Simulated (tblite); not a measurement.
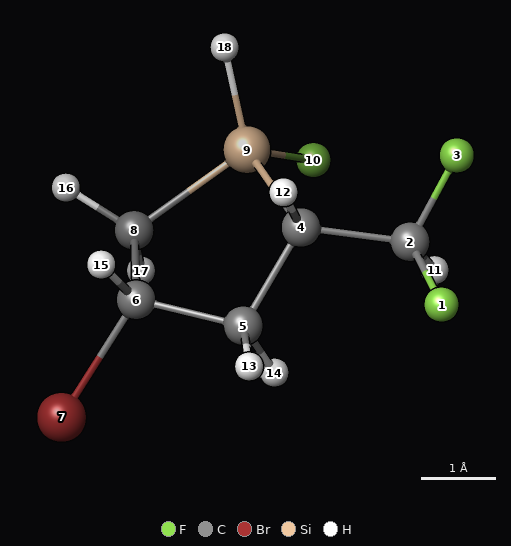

Fig. 1: The structure as given in the input (ball-and-stick view, seen at a tilt; atoms are numbered from 1 in the order of the input).

# Geometry relaxation of C$_{5}$H$_{8}$BrF$_{3}$Si

The run: geometry relaxation of C$_{5}$H$_{8}$BrF$_{3}$Si. Method and program: GFN2-xTB geometry optimisation, gas phase (tblite 0.8.0).

It belongs to a series of runs on one base structure; here: H on C replaced by CHF2.

### Log
```
step      E/eV     max force
  0    -948.80238    1.253
  1    -948.85587    0.365
  2    -948.87510    0.282
  3    -948.88515    0.253
  4    -948.89167    0.231
  5    -948.89703    0.192
  6    -948.90326    0.229
  7    -948.90885    0.195
  8    -948.91270    0.154
  9    -948.91502    0.108
 10    -948.91660    0.110
 11    -948.91786    0.080
 12    -948.91881    0.088
 13    -948.91949    0.066
 14    -948.92006    0.055
 15    -948.92057    0.060
 16    -948.92102    0.061
 17    -948.92141    0.056
 18    -948.92174    0.039
 19    -948.92204    0.043
 20    -948.92231    0.041
 21    -948.92257    0.050
 22    -948.92283    0.044
 23    -948.92306    0.037
 24    -948.92321    0.034
 25    -948.92333    0.027
 26    -948.92345    0.027
 27    -948.92361    0.032
 28    -948.92381    0.035
 29    -948.92399    0.033
 30    -948.92413    0.026
 31    -948.92423    0.024
 32    -948.92431    0.022
 33    -948.92440    0.025
 34    -948.92449    0.022
 35    -948.92458    0.028
 36    -948.92469    0.033
 37    -948.92483    0.029
 38    -948.92497    0.027
 39    -948.92509    0.022
 40    -948.92519    0.029
 41    -948.92531    0.027
 42    -948.92544    0.029
 43    -948.92553    0.023
 44    -948.92559    0.016
 45    -948.92563    0.016
 46    -948.92566    0.014
 47    -948.92569    0.010
 48    -948.92571    0.010
 49    -948.92573    0.011
 50    -948.92575    0.009
```

### Trajectory as extended XYZ (Å, eV, eV/Å), 6 of the 51 frames kept, from step=0 to step=50
```
18
Properties=species:S:1:pos:R:3:forces:R:3 step=0 energy=-948.80238
F     2.4627   -1.7575    0.5501    0.0410   0.1470  -0.3540
C     2.1291   -0.6269   -0.1531    0.1950  -0.1090   1.2330
F     3.1634    0.2366    0.0672   -0.1910  -0.1640  -0.2920
C     0.8588   -0.0449    0.4160   -0.6090  -0.1460   0.1540
C    -0.3217   -1.0585    0.4009    0.1530   0.1460  -0.1290
C    -1.6169   -0.2417    0.5579    0.5390   0.2890  -0.1640
Br   -3.1646   -1.3743    0.2942   -0.2810  -0.2300   0.0440
C    -1.6061    0.9065   -0.4643    0.1040   0.2070   0.1640
Si    0.2183    1.4501   -0.5552   -0.4160   0.6810   0.7170
F     0.7015    1.3317   -2.0696    0.2390   0.0990  -0.4710
H     2.0839   -0.8809   -1.2099    0.0690  -0.0480  -0.2100
H     1.0218    0.2677    1.4609    0.2250  -0.2970  -0.2760
H    -0.2177   -1.7995    1.2018   -0.0300   0.1200  -0.1170
H    -0.3283   -1.6100   -0.5596   -0.0550   0.3020   0.3510
H    -1.6919    0.1592    1.5841    0.0270  -0.1630  -0.3650
H    -2.2707    1.7229   -0.1480    0.0350  -0.3970  -0.1910
H    -1.9204    0.5652   -1.4599   -0.1020   0.0060   0.3160
H     0.4902    2.7608    0.0746    0.0580  -0.4440  -0.4130
18
Properties=species:S:1:pos:R:3:forces:R:3 step=10 energy=-948.91660
F     2.4827   -1.7656    0.5479    0.0020   0.0270   0.0110
C     2.1235   -0.6389   -0.1194   -0.0580   0.0340  -0.0410
F     3.1473    0.2376    0.0503   -0.0060  -0.0340  -0.0420
C     0.8456   -0.0479    0.4380    0.0060   0.0530  -0.0440
C    -0.3222   -1.0438    0.3959    0.0020   0.0070   0.0270
C    -1.6063   -0.2370    0.5432    0.0080   0.0050   0.0090
Br   -3.1802   -1.3988    0.3105    0.0150  -0.0090   0.0150
C    -1.6141    0.9103   -0.4602    0.0450  -0.0050   0.0000
Si    0.2062    1.4758   -0.5324   -0.0380  -0.0220  -0.0180
F     0.7317    1.3955   -2.0586   -0.0240   0.0110   0.1070
H     2.0712   -0.8922   -1.1901    0.0020   0.0080   0.0600
H     1.0615    0.2129    1.4794   -0.0470  -0.0020  -0.0250
H    -0.2348   -1.7839    1.1921   -0.0130  -0.0840  -0.0420
H    -0.3266   -1.5667   -0.5647    0.0040   0.0020   0.0230
H    -1.6878    0.1469    1.5619   -0.0150   0.0030   0.0110
H    -2.3263    1.6764   -0.1569    0.0310  -0.0100  -0.0330
H    -1.9393    0.5486   -1.4391    0.0480   0.0110   0.0180
H     0.5592    2.7772   -0.0093    0.0360   0.0070  -0.0360
18
Properties=species:S:1:pos:R:3:forces:R:3 step=20 energy=-948.92231
F     2.4787   -1.7526    0.5603    0.0260   0.0200  -0.0040
C     2.1135   -0.6343   -0.1190   -0.0080   0.0050  -0.0010
F     3.1412    0.2415    0.0235   -0.0150  -0.0070   0.0030
C     0.8393   -0.0450    0.4439    0.0140   0.0260  -0.0150
C    -0.3241   -1.0471    0.3949    0.0080   0.0270  -0.0020
C    -1.6057   -0.2390    0.5501   -0.0290  -0.0160   0.0040
Br   -3.1778   -1.4091    0.3211    0.0220   0.0340  -0.0030
C    -1.6078    0.9075   -0.4547   -0.0030  -0.0140   0.0020
Si    0.2070    1.4845   -0.5192    0.0050  -0.0110   0.0020
F     0.7334    1.4033   -2.0427   -0.0060  -0.0110   0.0080
H     2.0518   -0.8994   -1.1848   -0.0230  -0.0190   0.0200
H     1.0478    0.2142    1.4865   -0.0040  -0.0270  -0.0100
H    -0.2348   -1.8087    1.1718   -0.0050   0.0110  -0.0110
H    -0.3309   -1.5562   -0.5733    0.0040   0.0200   0.0010
H    -1.6915    0.1451    1.5685    0.0100  -0.0080   0.0070
H    -2.3288    1.6714   -0.1707    0.0000  -0.0090  -0.0040
H    -1.9094    0.5389   -1.4376    0.0060  -0.0010  -0.0090
H     0.5893    2.7911   -0.0304   -0.0050  -0.0190   0.0110
18
Properties=species:S:1:pos:R:3:forces:R:3 step=30 energy=-948.92413
F     2.4968   -1.7355    0.5767    0.0160   0.0210  -0.0010
C     2.1103   -0.6332   -0.1167   -0.0070   0.0030   0.0020
F     3.1322    0.2536   -0.0067   -0.0040  -0.0070  -0.0040
C     0.8393   -0.0444    0.4507   -0.0060   0.0030   0.0050
C    -0.3242   -1.0439    0.3905   -0.0050   0.0060  -0.0100
C    -1.6049   -0.2364    0.5533   -0.0140  -0.0150  -0.0020
Br   -3.1797   -1.3971    0.3200    0.0020   0.0020   0.0120
C    -1.6061    0.9070   -0.4546    0.0010  -0.0100   0.0050
Si    0.2076    1.4844   -0.5115    0.0130   0.0040   0.0080
F     0.7286    1.3908   -2.0356    0.0080   0.0040  -0.0060
H     2.0289   -0.9196   -1.1751    0.0110  -0.0150   0.0000
H     1.0444    0.2041    1.4958    0.0100   0.0050   0.0020
H    -0.2347   -1.8169    1.1562   -0.0120   0.0100  -0.0180
H    -0.3296   -1.5341   -0.5871   -0.0090  -0.0210   0.0060
H    -1.6841    0.1448    1.5735   -0.0070   0.0030  -0.0100
H    -2.3362    1.6667   -0.1835    0.0100  -0.0020   0.0070
H    -1.8940    0.5295   -1.4387   -0.0040   0.0040  -0.0020
H     0.5964    2.7864   -0.0188   -0.0020   0.0050   0.0060
18
Properties=species:S:1:pos:R:3:forces:R:3 step=40 energy=-948.92519
F     2.5260   -1.7111    0.5997    0.0010   0.0090   0.0020
C     2.1125   -0.6339   -0.1168   -0.0090  -0.0020  -0.0010
F     3.1214    0.2713   -0.0399   -0.0040  -0.0020  -0.0070
C     0.8391   -0.0501    0.4503   -0.0200  -0.0160   0.0130
C    -0.3279   -1.0466    0.3851   -0.0150  -0.0040  -0.0010
C    -1.6071   -0.2363    0.5493    0.0010  -0.0030   0.0070
Br   -3.1876   -1.3924    0.3297    0.0130   0.0050  -0.0120
C    -1.6047    0.9073   -0.4579   -0.0010  -0.0050   0.0130
Si    0.2104    1.4842   -0.5051   -0.0030  -0.0070  -0.0050
F     0.7357    1.3925   -2.0275    0.0100   0.0140  -0.0130
H     2.0244   -0.9490   -1.1662    0.0120  -0.0080  -0.0110
H     1.0468    0.1947    1.4956   -0.0110   0.0030   0.0120
H    -0.2462   -1.8237    1.1472    0.0130   0.0140  -0.0050
H    -0.3362   -1.5345   -0.5939    0.0030  -0.0060   0.0080
H    -1.6851    0.1483    1.5682    0.0140   0.0000   0.0020
H    -2.3319    1.6680   -0.1826   -0.0010   0.0010  -0.0130
H    -1.8925    0.5326   -1.4435   -0.0010   0.0130   0.0110
H     0.5941    2.7848   -0.0034   -0.0010  -0.0060  -0.0020
18
Properties=species:S:1:pos:R:3:forces:R:3 step=50 energy=-948.92575
F     2.5437   -1.6938    0.6160    0.0010   0.0030   0.0060
C     2.1118   -0.6353   -0.1169    0.0010  -0.0020  -0.0020
F     3.1097    0.2839   -0.0637    0.0040  -0.0040  -0.0010
C     0.8362   -0.0554    0.4487   -0.0040  -0.0050   0.0000
C    -0.3309   -1.0502    0.3825   -0.0080  -0.0040   0.0010
C    -1.6072   -0.2361    0.5491   -0.0020   0.0010  -0.0030
Br   -3.1892   -1.3881    0.3277    0.0000   0.0030  -0.0030
C    -1.6036    0.9086   -0.4572    0.0040  -0.0020   0.0010
Si    0.2127    1.4821   -0.5052   -0.0070   0.0010  -0.0030
F     0.7445    1.4041   -2.0261   -0.0030   0.0020   0.0000
H     2.0226   -0.9711   -1.1601   -0.0020   0.0010  -0.0030
H     1.0396    0.1887    1.4954    0.0030   0.0060  -0.0010
H    -0.2484   -1.8262    1.1452    0.0030   0.0020   0.0070
H    -0.3413   -1.5406   -0.5949    0.0040   0.0040  -0.0040
H    -1.6799    0.1478    1.5688   -0.0030  -0.0040  -0.0030
H    -2.3292    1.6715   -0.1829    0.0050  -0.0060   0.0000
H    -1.8933    0.5362   -1.4428    0.0000   0.0020   0.0060
H     0.5933    2.7801    0.0047    0.0040   0.0010   0.0020
```

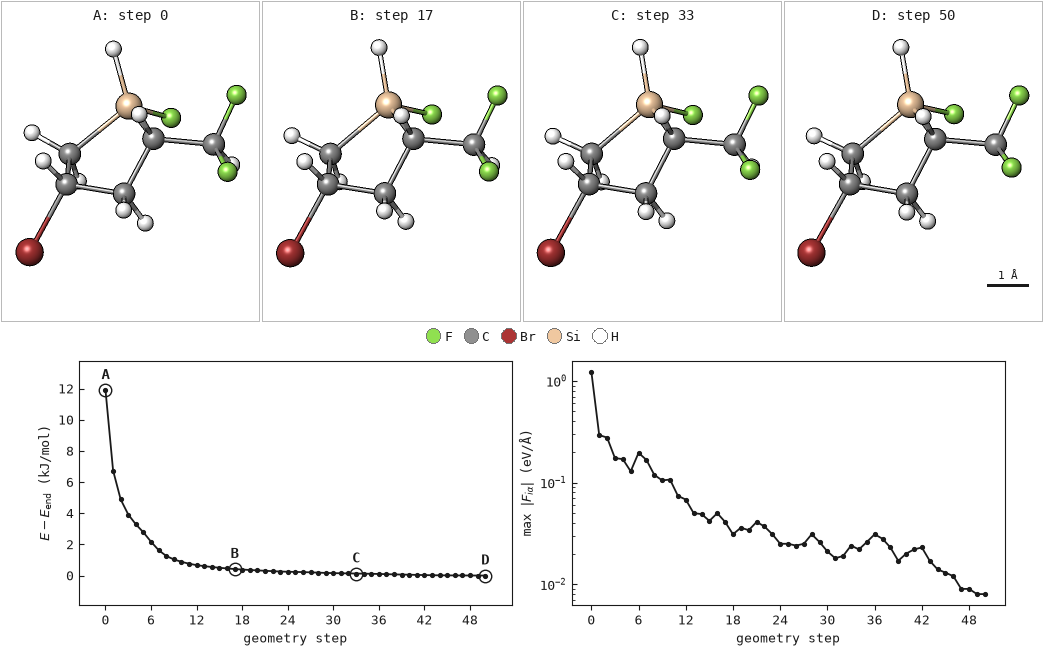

Fig. 2: Frames of the relaxation (ball-and-stick view, seen at a tilt) above the curves, on which the letters mark them (steps are counted from 0).

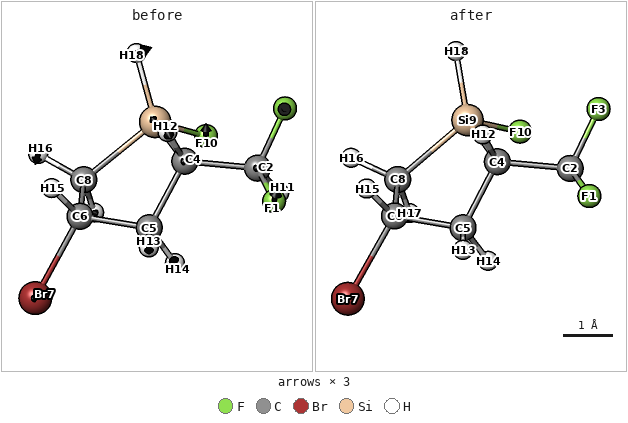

Fig. 3: Before (left) and after (right) the relaxation, at one scale (ball-and-stick view, seen at a tilt). The black arrows give the displacements, magnified 3 times. The largest move after the best rigid fit is that of F3, 0.15 Å. By element the largest moves are F 0.15 Å, H 0.13 Å, Si 0.06 Å, Br 0.04 Å, C 0.04 Å. Among the contacts that change: Si9–H18 1.479 → 1.446 Å, C6–Br7 1.936 → 1.969 Å, C4–C5 1.556 → 1.535 Å, C4–Si9 1.894 → 1.914 Å. Among the angles that change: F10–Si9–H18 114.5° → 106.8°, C8–Si9–H18 114.1° → 120.8°, C2–C4–H12 110.0° → 106.7°. Over 50 geometry steps the energy falls by 11.9 kJ/mol. Largest force component: 1.2 eV/Å at the start, 0.008 eV/Å at the end. (Atoms are counted from 1 in the order of the input.)

This output came from the following input.

### Input file
```
{"job": {"kind": "relax", "xc": "GFN2-xTB", "basis": "xTB"}, "charge": 0, "multiplicity": 1}
F      2.462700    -1.757500     0.550100
C      2.129100    -0.626900    -0.153100
F      3.163400     0.236600     0.067200
C      0.858800    -0.044900     0.416000
C     -0.321700    -1.058500     0.400900
C     -1.616900    -0.241700     0.557900
Br    -3.164600    -1.374300     0.294200
C     -1.606100     0.906500    -0.464300
Si     0.218300     1.450100    -0.555200
F      0.701500     1.331700    -2.069600
H      2.083900    -0.880900    -1.209900
H      1.021800     0.267700     1.460900
H     -0.217700    -1.799500     1.201800
H     -0.328300    -1.610000    -0.559600
H     -1.691900     0.159200     1.584100
H     -2.270700     1.722900    -0.148000
H     -1.920400     0.565200    -1.459900
H      0.490200     2.760800     0.074600
```

The first line tells a small driver script what to run in tblite; the rest is the geometry in Å.

Run as:
```bash
OMP_NUM_THREADS=1 python <driver script> task.json out
```

### Summary

| quantity | value |
| --- | --- |
| outcome | converged |
| total energy | −948.9258 eV |
| hardware | 1 CPU thread, shared host |
| wall time | 1.9 s |
| peak memory | 0.18 GiB |
